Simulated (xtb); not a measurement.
# CF2GaNO: geometry relaxation (part 3 of 3)

The same run, continued: CF2GaNO, SMILES O=C=[N][Ga]([F])[F]; GFN-FF, ALPB solvent woctanol (xtb 6.7.1). The geometry comes from this level: PBE0-D4/def2-TZVP.

Geometry of the input (Å):
```
O  2.0423  -1.8657  0.5956
C  1.0758  -1.2267  0.5395
N  0.0394  -0.6107  0.5455
Ga -0.7618  0.7577  -0.3000
F  0.0011  1.6388  -1.5789
F  -2.3547  1.2426  0.1521
```

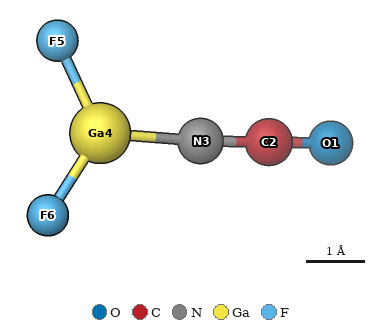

The geometry at step 16 of the log (ball-and-stick view, seen at a tilt; atoms are numbered from 1 in the order of the input).

**Trajectory as extended XYZ, continued**
```
6
Properties=species:S:1:pos:R:3 step=8 energy=-27.87389
O     2.0404   -2.0474    0.7563
C     1.1514   -1.3364    0.5892
N     0.2092   -0.5171    0.4029
Ga   -0.8321    0.8330   -0.3691
F    -0.0806    1.7767   -1.6480
F    -2.4463    1.2272    0.2227
6
Properties=species:S:1:pos:R:3 step=9 energy=-27.88663
O     2.0100   -2.0848    0.7994
C     1.1551   -1.3404    0.6026
N     0.2575   -0.4857    0.3356
Ga   -0.8285    0.8558   -0.3671
F    -0.1089    1.7958   -1.6595
F    -2.4432    1.1953    0.2427
6
Properties=species:S:1:pos:R:3 step=10 energy=-27.89096
O     1.9972   -2.0749    0.8033
C     1.1505   -1.3316    0.6026
N     0.2541   -0.4887    0.3169
Ga   -0.8150    0.8621   -0.3514
F    -0.1129    1.7867   -1.6602
F    -2.4319    1.1823    0.2426
6
Properties=species:S:1:pos:R:3 step=11 energy=-27.89279
O     1.9907   -2.0829    0.8250
C     1.1505   -1.3374    0.6022
N     0.2668   -0.4826    0.2953
Ga   -0.8113    0.8702   -0.3509
F    -0.1241    1.7973   -1.6681
F    -2.4305    1.1713    0.2502
6
Properties=species:S:1:pos:R:3 step=12 energy=-27.89472
O     1.9831   -2.0894    0.8437
C     1.1502   -1.3405    0.6004
N     0.2754   -0.4794    0.2801
Ga   -0.8042    0.8767   -0.3495
F    -0.1357    1.8090   -1.6771
F    -2.4267    1.1596    0.2562
6
Properties=species:S:1:pos:R:3 step=13 energy=-27.89799
O     1.9649   -2.1030    0.8753
C     1.1508   -1.3434    0.5966
N     0.2907   -0.4746    0.2594
Ga   -0.7887    0.8858   -0.3491
F    -0.1591    1.8345   -1.6947
F    -2.4165    1.1368    0.2663
6
Properties=species:S:1:pos:R:3 step=14 energy=-27.90035
O     1.9507   -2.1139    0.8876
C     1.1535   -1.3422    0.5963
N     0.3015   -0.4698    0.2551
Ga   -0.7830    0.8841   -0.3560
F    -0.1722    1.8514   -1.7011
F    -2.4083    1.1263    0.2719
6
Properties=species:S:1:pos:R:3 step=15 energy=-27.90365
O     1.9230   -2.1377    0.9096
C     1.1602   -1.3399    0.5989
N     0.3282   -0.4562    0.2437
Ga   -0.7796    0.8775   -0.3756
F    -0.1965    1.8818   -1.7068
F    -2.3931    1.1105    0.2840
6
Properties=species:S:1:pos:R:3 step=16 energy=-27.90591
O     1.9049   -2.1503    0.9258
C     1.1649   -1.3400    0.5996
N     0.3477   -0.4480    0.2342
Ga   -0.7801    0.8720   -0.3913
F    -0.2133    1.8995   -1.7062
F    -2.3819    1.1028    0.2916
6
Properties=species:S:1:pos:R:3 step=17 energy=-27.90618
O     1.8730   -2.1738    0.9643
C     1.1698   -1.3417    0.6009
N     0.3835   -0.4317    0.2010
Ga   -0.7747    0.8733   -0.4087
F    -0.2456    1.9293   -1.7114
F    -2.3639    1.0805    0.3076
6
Properties=species:S:1:pos:R:3 step=18 energy=-27.90719
O     1.8829   -2.1608    0.9541
C     1.1673   -1.3417    0.5989
N     0.3716   -0.4394    0.2085
Ga   -0.7762    0.8732   -0.4034
F    -0.2365    1.9161   -1.7061
F    -2.3670    1.0886    0.3017
6
Properties=species:S:1:pos:R:3 step=19 energy=-27.90733
O     1.8802   -2.1619    0.9595
C     1.1670   -1.3422    0.5984
N     0.3736   -0.4394    0.2045
Ga   -0.7736    0.8746   -0.4037
F    -0.2401    1.9199   -1.7087
F    -2.3650    1.0850    0.3037
6
Properties=species:S:1:pos:R:3 step=20 energy=-27.90744
O     1.8737   -2.1638    0.9701
C     1.1664   -1.3431    0.5984
N     0.3790   -0.4390    0.1950
Ga   -0.7689    0.8773   -0.4052
F    -0.2478    1.9267   -1.7124
F    -2.3602    1.0779    0.3080
6
Properties=species:S:1:pos:R:3 step=21 energy=-27.90750
O     1.8708   -2.1637    0.9727
C     1.1649   -1.3443    0.5978
N     0.3821   -0.4374    0.1938
Ga   -0.7681    0.8770   -0.4070
F    -0.2496    1.9288   -1.7130
F    -2.3580    1.0755    0.3095
6
Properties=species:S:1:pos:R:3 step=22 energy=-27.90695
O     1.8597   -2.1723    0.9677
C     1.1670   -1.3384    0.6049
N     0.3875   -0.4338    0.1944
Ga   -0.7679    0.8734   -0.4142
F    -0.2519    1.9349   -1.7128
F    -2.3522    1.0722    0.3138
6
Properties=species:S:1:pos:R:3 step=23 energy=-27.90751
O     1.8646   -2.1686    0.9710
C     1.1655   -1.3415    0.6017
N     0.3854   -0.4352    0.1936
Ga   -0.7677    0.8751   -0.4117
F    -0.2516    1.9332   -1.7132
F    -2.3541    1.0730    0.3124
6
Properties=species:S:1:pos:R:3 step=24 energy=-27.90762
O     1.8678   -2.1661    0.9732
C     1.1642   -1.3436    0.6001
N     0.3835   -0.4366    0.1930
Ga   -0.7673    0.8763   -0.4106
F    -0.2515    1.9329   -1.7137
F    -2.3546    1.0731    0.3118
```

**Results in brief**

| quantity | value |
| --- | --- |
| outcome | converged |
| total energy | −1.025586 hartree |
| dispersion energy | −0.002123 hartree |
| solvation energy | −0.008345 hartree |
| dipole moment | 1.93 D |
| hardware | 1 thread of Intel Xeon (Granite Rapids), 64 GiB of memory available, shared host |
| peak memory | 0.074 GiB |
